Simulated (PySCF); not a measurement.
## Geometry relaxation of Si₂PH₇O₃

The run: geometry relaxation of Si₂PH₇O₃. Method and program: PBE0-D3(BJ)/def2-SVP geometry optimisation, gas phase (PySCF 2.14.0).

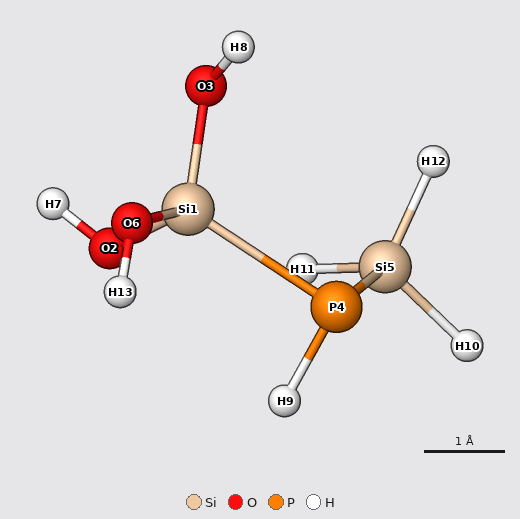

**Figure 1.** The structure as given in the input (ball-and-stick view, seen at a tilt; atoms are numbered from 1 in the order of the input). Bond lengths as drawn: H–O 0.94 to 0.98 Å, H–P 1.41 Å, H–Si 1.47 to 1.48 Å, O–Si 1.59 to 1.65 Å and P–Si 2.23 to 2.25 Å.

### Key numbers

```json
{"quantity": "outcome", "value": "converged"}
{"quantity": "total energy", "value": "−1149.306687 hartree"}
{"quantity": "dipole moment", "value": "1.47 D"}
{"quantity": "point group", "value": "C1"}
{"quantity": "hardware", "value": "1 CPU thread, shared host"}
{"quantity": "wall time", "value": "3.9 min"}
{"quantity": "peak memory", "value": "0.74 GiB"}
```

### Input
```
{"job": {"xc": "PBE0", "basis": "def2-SVP", "d3": "d3bj", "grid": 2, "kind": "geom", "shake": 0.01}, "charge": 0, "multiplicity": 1}
Si    -0.255146    -0.357776    -1.036330
O     -1.783329    -0.258027    -0.431414
O      0.225509    -1.856012    -0.826081
P      1.010104     1.184980     0.000576
Si     0.701852     0.483506     2.091155
O     -0.226017    -0.092050    -2.657550
H     -2.369037    -0.979816    -0.593707
H      1.034203    -2.138423    -1.297791
H     -0.010450     2.152810     0.060973
H      1.180166     1.591503     2.950128
H     -0.677367     0.153124     2.491263
H      1.565631    -0.684168     2.285761
H     -0.385909     0.782974    -3.029580
```

The first line tells a small driver script what to run in PySCF; the rest is the geometry in Å.

Command:
```bash
OMP_NUM_THREADS=1 python <driver script> task.json out
```

### Output
```
step   0  E = -1149.29891056  max force = 0.046977
step   1  E = -1149.30410961  max force = 0.005166
step   2  E = -1149.30428666  max force = 0.001098
step   3  E = -1149.30432608  max force = 0.000898
step   4  E = -1149.30438672  max force = 0.001417
step   5  E = -1149.30452657  max force = 0.003275
step   6  E = -1149.30445784  max force = 0.007528
step   7  E = -1149.30487934  max force = 0.004079
step   8  E = -1149.30506491  max force = 0.003069
step   9  E = -1149.30536962  max force = 0.002505
step  10  E = -1149.30557196  max force = 0.001462
step  11  E = -1149.30562992  max force = 0.001237
step  12  E = -1149.30611651  max force = 0.001396
step  13  E = -1149.30606317  max force = 0.002105
step  14  E = -1149.30635759  max force = 0.001210
step  15  E = -1149.30647239  max force = 0.001010
step  16  E = -1149.30660312  max force = 0.000797
step  17  E = -1149.30664273  max force = 0.000788
step  18  E = -1149.30665771  max force = 0.000495
step  19  E = -1149.30667598  max force = 0.000532
step  20  E = -1149.30668114  max force = 0.000580
step  21  E = -1149.30668747  max force = 0.000378
optimisation converged
```

### Trajectory as extended XYZ (Å, eV, eV/Å), 17 of the 22 frames kept, from step=0 to step=21
```
13
Properties=species:S:1:pos:R:3:forces:R:3 step=0 energy=-31274.01631
Si   -0.2551   -0.3578   -1.0363   -1.0098   2.1962  -0.1287
O    -1.7833   -0.2580   -0.4314    0.4747   0.9478   0.4077
O     0.2255   -1.8560   -0.8261    1.6918  -2.4157  -0.0543
P     1.0101    1.1850    0.0006    0.3765  -0.2489  -0.3601
Si    0.7018    0.4835    2.0912   -0.0078   0.2700   0.1194
O    -0.2260   -0.0921   -2.6576    0.0801   0.2058  -0.6457
H    -2.3690   -0.9798   -0.5937   -0.6114  -0.8294  -0.2254
H     1.0342   -2.1384   -1.2978   -0.7253   0.1465   0.4138
H    -0.0104    2.1528    0.0610   -0.3534   0.3114  -0.0509
H     1.1802    1.5915    2.9501    0.1002   0.1560   0.2158
H    -0.6774    0.1531    2.4913   -0.3640  -0.1085   0.0032
H     1.5656   -0.6842    2.2858    0.3049  -0.4430   0.0999
H    -0.3859    0.7830   -3.0296    0.0435  -0.1881   0.2054
13
Properties=species:S:1:pos:R:3:forces:R:3 step=1 energy=-31274.15778
Si   -0.2978   -0.3301   -1.0228    0.1267   0.0819  -0.0508
O    -1.8144   -0.2181   -0.3854   -0.0999  -0.0556   0.0052
O     0.2470   -1.8655   -0.7722   -0.2599   0.0080   0.2656
P     1.0200    1.1851   -0.0105   -0.1526   0.1615  -0.0629
Si    0.7330    0.4635    2.1116   -0.0290  -0.0435   0.0633
O    -0.2519   -0.1071   -2.6662   -0.0271  -0.1133   0.0720
H    -2.4092   -0.9534   -0.5777    0.0683   0.0698   0.0021
H     0.9635   -2.1664   -1.3273    0.2519  -0.1079  -0.2292
H    -0.0188    2.1791    0.0524    0.1430  -0.1105   0.0174
H     1.2094    1.5477    3.0269   -0.0278  -0.0179  -0.0309
H    -0.6812    0.1146    2.4460    0.0393   0.0055  -0.0002
H     1.6039   -0.7354    2.3074   -0.0246   0.0229  -0.0257
H    -0.3950    0.7805   -3.0009   -0.0083   0.0991  -0.0260
13
Properties=species:S:1:pos:R:3:forces:R:3 step=3 energy=-31274.16367
Si   -0.2850   -0.3204   -1.0133   -0.0030   0.0220  -0.0107
O    -1.8016   -0.1981   -0.3726   -0.0064   0.0209   0.0146
O     0.2505   -1.8586   -0.7408    0.0462  -0.0244   0.0042
P     1.0223    1.2107   -0.0172    0.0230  -0.0030  -0.0062
Si    0.7247    0.4545    2.0946    0.0071  -0.0127   0.0065
O    -0.2559   -0.1216   -2.6586   -0.0070  -0.0113  -0.0186
H    -2.3939   -0.9332   -0.5632   -0.0075  -0.0109  -0.0127
H     0.9565   -2.1747   -1.3134   -0.0395   0.0135   0.0082
H    -0.0125    2.1932    0.0567   -0.0224   0.0122   0.0061
H     1.1776    1.5310    3.0265   -0.0019   0.0045   0.0035
H    -0.6843    0.0832    2.4145   -0.0043  -0.0017  -0.0021
H     1.6064   -0.7369    2.2690    0.0040  -0.0012  -0.0006
H    -0.3961    0.7658   -3.0010    0.0117  -0.0081   0.0076
13
Properties=species:S:1:pos:R:3:forces:R:3 step=4 energy=-31274.16532
Si   -0.2830   -0.3084   -1.0071   -0.0729  -0.0206   0.0297
O    -1.8048   -0.1715   -0.3770    0.0386   0.0244  -0.0059
O     0.2451   -1.8457   -0.7046    0.0461   0.0268  -0.0201
P     1.0146    1.2358   -0.0193    0.0327  -0.0322   0.0112
Si    0.7302    0.4436    2.0844    0.0186   0.0066  -0.0223
O    -0.2493   -0.1437   -2.6560    0.0103   0.0050  -0.0226
H    -2.3964   -0.9063   -0.5710   -0.0192  -0.0153  -0.0097
H     0.9364   -2.1759   -1.2875   -0.0342   0.0019   0.0171
H    -0.0323    2.2032    0.0664   -0.0375   0.0174   0.0123
H     1.1553    1.5176    3.0323    0.0048  -0.0001   0.0042
H    -0.6703    0.0364    2.3957   -0.0095  -0.0040  -0.0044
H     1.6377   -0.7308    2.2375    0.0088   0.0025   0.0110
H    -0.3746    0.7405   -3.0126    0.0133  -0.0124  -0.0005
13
Properties=species:S:1:pos:R:3:forces:R:3 step=5 energy=-31274.16913
Si   -0.2881   -0.2809   -0.9940   -0.1684  -0.0785   0.0923
O    -1.8253   -0.1079   -0.4033    0.1003   0.0125  -0.0417
O     0.2221   -1.8121   -0.6182    0.0314   0.1066  -0.0578
P     0.9846    1.2927   -0.0206    0.0344  -0.0676   0.0247
Si    0.7535    0.4186    2.0623    0.0323   0.0346  -0.0704
O    -0.2244   -0.1952   -2.6483    0.0371   0.0317  -0.0200
H    -2.4162   -0.8400   -0.6098   -0.0339  -0.0108   0.0004
H     0.8812   -2.1792   -1.2164   -0.0155  -0.0199   0.0276
H    -0.0959    2.2177    0.1003   -0.0459   0.0165   0.0286
H     1.1114    1.4870    3.0436    0.0130  -0.0053   0.0043
H    -0.6193   -0.0818    2.3583   -0.0144  -0.0081  -0.0061
H     1.7307   -0.7030    2.1685    0.0149   0.0077   0.0304
H    -0.3058    0.6788   -3.0412    0.0147  -0.0194  -0.0123
13
Properties=species:S:1:pos:R:3:forces:R:3 step=7 energy=-31274.17873
Si   -0.3127   -0.2458   -0.9791   -0.2097  -0.1134   0.1289
O    -1.8765   -0.0232   -0.4752    0.1367  -0.0188  -0.0676
O     0.1700   -1.7612   -0.5012   -0.0033   0.1629  -0.0651
P     0.9159    1.3682   -0.0149    0.0114  -0.0791   0.0297
Si    0.8046    0.3886    2.0352    0.0367   0.0562  -0.1080
O    -0.1721   -0.2664   -2.6317    0.0556   0.0483  -0.0077
H    -2.4681   -0.7471   -0.7096   -0.0351   0.0074   0.0148
H     0.7860   -2.1866   -1.1061    0.0156  -0.0389   0.0215
H    -0.2148    2.2186    0.1764   -0.0283   0.0041   0.0399
H     1.0718    1.4472    3.0555    0.0179  -0.0078   0.0000
H    -0.5102   -0.2503    2.3266   -0.0177  -0.0111  -0.0045
H     1.8878   -0.6349    2.0792    0.0096   0.0073   0.0391
H    -0.1731    0.5877   -3.0739    0.0107  -0.0173  -0.0210
13
Properties=species:S:1:pos:R:3:forces:R:3 step=8 energy=-31274.18378
Si   -0.3262   -0.2407   -0.9777   -0.1578  -0.0942   0.0908
O    -1.8972   -0.0088   -0.5050    0.1120  -0.0259  -0.0590
O     0.1529   -1.7492   -0.4768   -0.0181   0.1328  -0.0438
P     0.8891    1.3818   -0.0121   -0.0015  -0.0513   0.0231
Si    0.8218    0.3846    2.0294    0.0297   0.0454  -0.0860
O    -0.1524   -0.2802   -2.6273    0.0431   0.0377   0.0009
H    -2.4909   -0.7288   -0.7463   -0.0257   0.0116   0.0148
H     0.7660   -2.1880   -1.0749    0.0176  -0.0332   0.0139
H    -0.2529    2.2113    0.2052   -0.0147  -0.0005   0.0358
H     1.0770    1.4426    3.0534    0.0143  -0.0061   0.0000
H    -0.4764   -0.2838    2.3315   -0.0108  -0.0084  -0.0043
H     1.9284   -0.6142    2.0612    0.0039   0.0041   0.0296
H    -0.1306    0.5682   -3.0795    0.0079  -0.0122  -0.0156
13
Properties=species:S:1:pos:R:3:forces:R:3 step=9 energy=-31274.19207
Si   -0.4170   -0.2023   -0.9632    0.1288   0.0056  -0.0582
O    -2.0255    0.0807   -0.7261   -0.0408  -0.0364  -0.0135
O     0.0095   -1.6584   -0.2948   -0.0637  -0.0700   0.0109
P     0.6879    1.4865    0.0183   -0.0571   0.0449  -0.0185
Si    0.9407    0.3650    1.9688   -0.0461   0.0013   0.0811
O    -0.0110   -0.3777   -2.5645    0.0034   0.0044   0.0156
H    -2.6183   -0.6174   -1.0274    0.0127   0.0202   0.0153
H     0.5960   -2.1943   -0.8376    0.0129  -0.0008  -0.0160
H    -0.5114    2.1512    0.4206    0.0242  -0.0105  -0.0028
H     1.1100    1.3918    3.0422    0.0210   0.0113  -0.0045
H    -0.2161   -0.5109    2.3191    0.0312   0.0328   0.0221
H     2.1907   -0.4438    1.8866   -0.0075  -0.0247  -0.0331
H     0.1730    0.4246   -3.0608   -0.0190   0.0218   0.0015
13
Properties=species:S:1:pos:R:3:forces:R:3 step=10 energy=-31274.19757
Si   -0.3939   -0.2271   -0.9774    0.0752   0.0110  -0.0355
O    -1.9949    0.0308   -0.6722   -0.0359   0.0031   0.0030
O     0.0523   -1.7040   -0.3736   -0.0330  -0.0355   0.0203
P     0.7395    1.4410    0.0110   -0.0389   0.0456  -0.0052
Si    0.9055    0.3826    2.0052    0.0165  -0.0065   0.0160
O    -0.0456   -0.3337   -2.5975    0.0053  -0.0071   0.0149
H    -2.5912   -0.6721   -0.9534    0.0112   0.0033   0.0051
H     0.6658   -2.2006   -0.9240    0.0096   0.0030  -0.0043
H    -0.4408    2.1662    0.3610    0.0079  -0.0168  -0.0065
H     1.1418    1.4354    3.0402    0.0015  -0.0008  -0.0056
H    -0.3054   -0.4033    2.3810   -0.0020   0.0029   0.0054
H     2.0980   -0.5119    1.9558   -0.0110  -0.0121  -0.0144
H     0.0773    0.4915   -3.0750   -0.0065   0.0099   0.0070
13
Properties=species:S:1:pos:R:3:forces:R:3 step=12 energy=-31274.21239
Si   -0.4794   -0.2186   -0.9672   -0.0298  -0.0412   0.0638
O    -2.1102    0.0377   -0.9722    0.0221   0.0718   0.0027
O    -0.1585   -1.6792   -0.2471   -0.0180   0.0087  -0.0337
P     0.4267    1.5393    0.0949    0.0522   0.0206  -0.0109
Si    1.0194    0.4116    1.9625   -0.0157  -0.0038  -0.0009
O     0.1790   -0.3643   -2.4829    0.0319  -0.0295  -0.0322
H    -2.6500   -0.6666   -1.3452   -0.0009  -0.0427  -0.0055
H     0.4996   -2.2191   -0.6974    0.0035   0.0365   0.0131
H    -0.8078    2.0265    0.6120   -0.0587  -0.0163   0.0096
H     1.3805    1.4414    2.9837    0.0273  -0.0146   0.0141
H    -0.0382   -0.4770    2.5245   -0.0117   0.0153  -0.0052
H     2.2305   -0.3958    1.6350    0.0114  -0.0011  -0.0035
H     0.4169    0.4590   -2.9195   -0.0137  -0.0037  -0.0113
13
Properties=species:S:1:pos:R:3:forces:R:3 step=13 energy=-31274.21094
Si   -0.5599   -0.2246   -0.9468   -0.0498  -0.1082   0.0937
O    -2.1600    0.0366   -1.2590    0.0589   0.0979   0.0153
O    -0.3870   -1.6895   -0.1825   -0.0035   0.0494  -0.0501
P     0.1218    1.5772    0.2040    0.0179  -0.0102  -0.0317
Si    1.1097    0.4669    1.9057   -0.0146   0.0181  -0.0108
O     0.3823   -0.3721   -2.3044    0.0697   0.0276  -0.0428
H    -2.6221   -0.6649   -1.7284   -0.0095  -0.0533   0.0086
H     0.3142   -2.2465   -0.5378    0.0044   0.0525   0.0314
H    -1.1197    1.8071    0.8609   -0.0606  -0.0142   0.0261
H     1.5884    1.5009    2.8724    0.0348  -0.0305   0.0166
H     0.2409   -0.5051    2.6280   -0.0357  -0.0025  -0.0120
H     2.2871   -0.2494    1.3304    0.0140  -0.0006   0.0044
H     0.7129    0.4584   -2.6612   -0.0259  -0.0260  -0.0485
13
Properties=species:S:1:pos:R:3:forces:R:3 step=14 energy=-31274.21895
Si   -0.5164   -0.2139   -0.9543   -0.0622  -0.0316   0.0316
O    -2.1387    0.0415   -1.1251    0.0283   0.0436  -0.0063
O    -0.2751   -1.6703   -0.1956   -0.0011   0.0141  -0.0549
P     0.2590    1.5771    0.1502    0.0374   0.0481   0.0093
Si    1.0634    0.4329    1.9266   -0.0200  -0.0157  -0.0167
O     0.2978   -0.3696   -2.3925    0.0324  -0.0144  -0.0043
H    -2.6356   -0.6754   -1.5328   -0.0092  -0.0307   0.0056
H     0.4282   -2.2074   -0.5754    0.0099   0.0192   0.0235
H    -0.9928    1.9208    0.7390   -0.0229  -0.0292   0.0106
H     1.5329    1.4399    2.9257    0.0242  -0.0136   0.0115
H     0.0836   -0.4810    2.5810   -0.0108   0.0163  -0.0019
H     2.2351   -0.3556    1.4413    0.0117   0.0077   0.0105
H     0.5673    0.4558   -2.8071   -0.0179  -0.0139  -0.0186
13
Properties=species:S:1:pos:R:3:forces:R:3 step=16 energy=-31274.22563
Si   -0.5207   -0.1960   -0.9535    0.0095   0.0332  -0.0410
O    -2.1370    0.0470   -1.1815   -0.0069  -0.0110  -0.0147
O    -0.3054   -1.6495   -0.1869   -0.0143  -0.0310   0.0030
P     0.1943    1.6085    0.1774   -0.0022   0.0257  -0.0069
Si    1.0658    0.4288    1.8997    0.0053  -0.0253  -0.0035
O     0.3513   -0.3582   -2.3581    0.0015   0.0067   0.0380
H    -2.6188   -0.7017   -1.5502   -0.0001   0.0062   0.0113
H     0.4698   -2.1438   -0.4723    0.0073  -0.0053   0.0065
H    -1.0686    1.8603    0.7921    0.0106  -0.0114   0.0089
H     1.6625    1.3870    2.8788   -0.0092   0.0092  -0.0021
H     0.0763   -0.4338    2.6069    0.0043   0.0005   0.0012
H     2.1662   -0.4140    1.3410    0.0026   0.0020   0.0073
H     0.5729    0.4602   -2.8123   -0.0084   0.0005  -0.0079
13
Properties=species:S:1:pos:R:3:forces:R:3 step=17 energy=-31274.22671
Si   -0.5387   -0.1908   -0.9509    0.0401   0.0293  -0.0375
O    -2.1396    0.0500   -1.2685   -0.0120  -0.0124  -0.0162
O    -0.3699   -1.6495   -0.1826   -0.0146  -0.0195   0.0157
P     0.1000    1.6192    0.2178   -0.0182  -0.0058  -0.0142
Si    1.0859    0.4389    1.8773    0.0147  -0.0035   0.0013
O     0.4177   -0.3446   -2.3005   -0.0089   0.0157   0.0405
H    -2.6040   -0.7070   -1.6428    0.0011   0.0097   0.0127
H     0.4341   -2.1309   -0.4019    0.0079  -0.0073  -0.0007
H    -1.1588    1.7694    0.8733    0.0161   0.0027   0.0083
H     1.7370    1.3920    2.8265   -0.0174   0.0067  -0.0017
H     0.1449   -0.4331    2.6370    0.0034  -0.0117  -0.0043
H     2.1591   -0.3922    1.2512   -0.0038  -0.0062   0.0028
H     0.6408    0.4734   -2.7550   -0.0083   0.0022  -0.0067
13
Properties=species:S:1:pos:R:3:forces:R:3 step=18 energy=-31274.22712
Si   -0.5404   -0.1880   -0.9516    0.0255   0.0107  -0.0154
O    -2.1390    0.0543   -1.2801   -0.0053  -0.0052  -0.0129
O    -0.3796   -1.6479   -0.1826   -0.0107  -0.0092   0.0069
P     0.0911    1.6198    0.2233   -0.0126  -0.0095  -0.0114
Si    1.0890    0.4369    1.8741    0.0111   0.0044   0.0039
O     0.4259   -0.3411   -2.2931    0.0005   0.0126   0.0228
H    -2.6036   -0.7030   -1.6532    0.0006   0.0040   0.0105
H     0.4254   -2.1310   -0.3949    0.0043  -0.0030  -0.0020
H    -1.1650    1.7562    0.8865    0.0091   0.0072   0.0078
H     1.7322    1.3923    2.8263   -0.0122   0.0026   0.0004
H     0.1560   -0.4457    2.6311    0.0017  -0.0114  -0.0037
H     2.1679   -0.3841    1.2443   -0.0040  -0.0050  -0.0008
H     0.6487    0.4761   -2.7491   -0.0079   0.0020  -0.0062
13
Properties=species:S:1:pos:R:3:forces:R:3 step=20 energy=-31274.22776
Si   -0.5373   -0.1780   -0.9560   -0.0216  -0.0245   0.0298
O    -2.1330    0.0691   -1.2961    0.0062   0.0139  -0.0052
O    -0.3914   -1.6441   -0.1937    0.0070   0.0166  -0.0132
P     0.0891    1.6199    0.2349    0.0032  -0.0118   0.0042
Si    1.0898    0.4231    1.8744   -0.0061   0.0091   0.0014
O     0.4409   -0.3239   -2.2877    0.0175   0.0003  -0.0147
H    -2.6033   -0.6918   -1.6534   -0.0006  -0.0098   0.0022
H     0.4146   -2.1304   -0.3950   -0.0021   0.0038  -0.0047
H    -1.1621    1.7442    0.9091   -0.0050   0.0081  -0.0003
H     1.6997    1.3779    2.8485    0.0034  -0.0070   0.0042
H     0.1653   -0.4903    2.6051   -0.0005  -0.0028   0.0001
H     2.1879   -0.3725    1.2452    0.0019   0.0024  -0.0043
H     0.6483    0.4916   -2.7540   -0.0032   0.0017   0.0002
13
Properties=species:S:1:pos:R:3:forces:R:3 step=21 energy=-31274.22793
Si   -0.5337   -0.1717   -0.9592   -0.0194  -0.0119   0.0172
O    -2.1277    0.0788   -1.3047    0.0038   0.0088  -0.0023
O    -0.3929   -1.6444   -0.2095    0.0105   0.0137  -0.0042
P     0.0900    1.6180    0.2456    0.0081  -0.0048   0.0092
Si    1.0858    0.4115    1.8805   -0.0094  -0.0017  -0.0047
O     0.4517   -0.3065   -2.2868    0.0059  -0.0036  -0.0121
H    -2.6010   -0.6861   -1.6497   -0.0002  -0.0072  -0.0010
H     0.4144   -2.1292   -0.4088   -0.0012   0.0026  -0.0058
H    -1.1614    1.7449    0.9190   -0.0072   0.0001  -0.0031
H     1.6816    1.3584    2.8707    0.0052  -0.0047   0.0026
H     0.1637   -0.5188    2.5930   -0.0017   0.0012   0.0027
H     2.1924   -0.3699    1.2484    0.0039   0.0038  -0.0019
H     0.6456    0.5098   -2.7572    0.0018   0.0036   0.0034
```

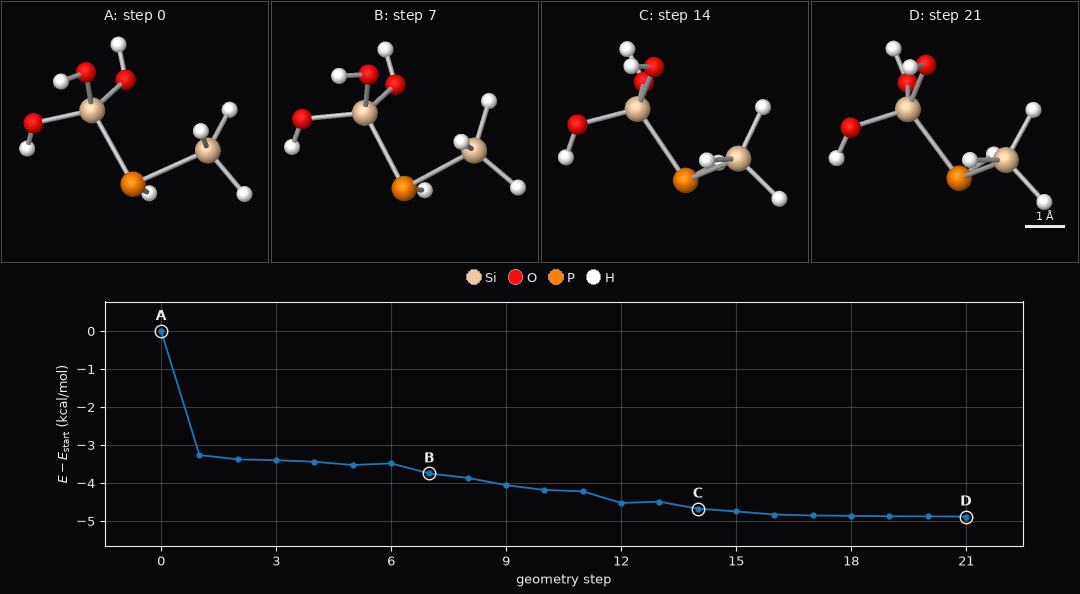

**Figure 2.** Frames of the relaxation (ball-and-stick view, seen at a tilt) above the curves, on which the letters mark them (steps are counted from 0).

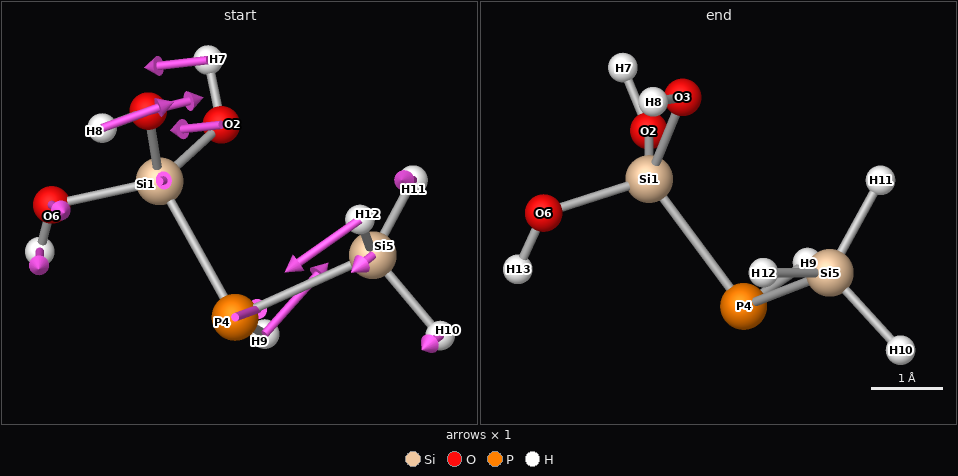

**Figure 3.** Before (left) and after (right) the relaxation, at one scale (ball-and-stick view, seen at a tilt). The pink arrows give the displacements, at true length. H9 moves most after the best rigid fit: 1.46 Å. By element the largest moves are H 1.46 Å, P 1.05 Å, O 0.97 Å, Si 0.47 Å. Among the contacts that change: Si1–O3 1.587 → 1.659 Å, P4–Si5 2.227 → 2.263 Å, O2–H7 0.944 → 0.963 Å, P4–H9 1.408 → 1.427 Å. Among the angles that change: Si1–O6–H13 121.6° → 116.2°, P4–Si5–H11 117.1° → 113.9°, P4–Si5–H10 105.3° → 108.4°. After 21 geometry steps the energy has fallen by 4.88 kcal/mol. The largest force component goes from 2.4 to 0.019 eV/Å. (Atoms are counted from 1 in the order of the input.)
